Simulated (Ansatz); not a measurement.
The compound is CdGa (space group Fm-3m, No. 225), taken as the end point of a relaxation with DFT r2SCAN, scalar-relativistic, plane waves, PAW (Ansatz 0.2.0); the starting structure was generated, so it need not be a known form of this composition.

```
CELL_PARAMETERS angstrom
5.65902 0.00000 0.00000
0.00000 5.65902 0.00000
0.00000 0.00000 5.65902
ATOMIC_POSITIONS crystal
Cd 0.00000 0.00000 0.00000
Ga 0.50000 0.00000 0.00000
Cd 0.00000 0.50000 0.50000
Ga 0.50000 0.50000 0.50000
Cd 0.50000 0.00000 0.50000
Ga 0.00000 0.00000 0.50000
Cd 0.50000 0.50000 0.00000
Ga 0.00000 0.50000 0.00000
```

Bonds are taken as Cd–Ga below 3.2 Å; no other contact counts. The graph is simplified in the usual way: terminal and isolated atoms are pruned, two-connected atoms become edges.

What net does this leave?

The result is a uninodal 6-connected, three-periodic net: Cd and Ga are 6-connected nodes. It is the pcu net, known from NaCl, ReO3 and the B-X framework of perovskite. It is a single net, without interpenetration.

| node | links | point symbol | coordination sequence |
| --- | --- | --- | --- |
| Cd and Ga | 6 | 4^12.6^3 | 6 18 38 66 |

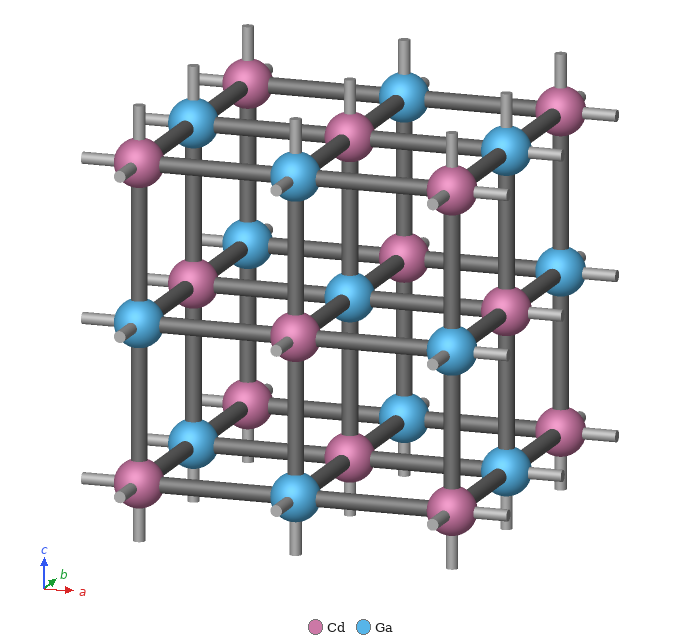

Nodes are coloured by element. Short stubs are edges that leave the cut-out.
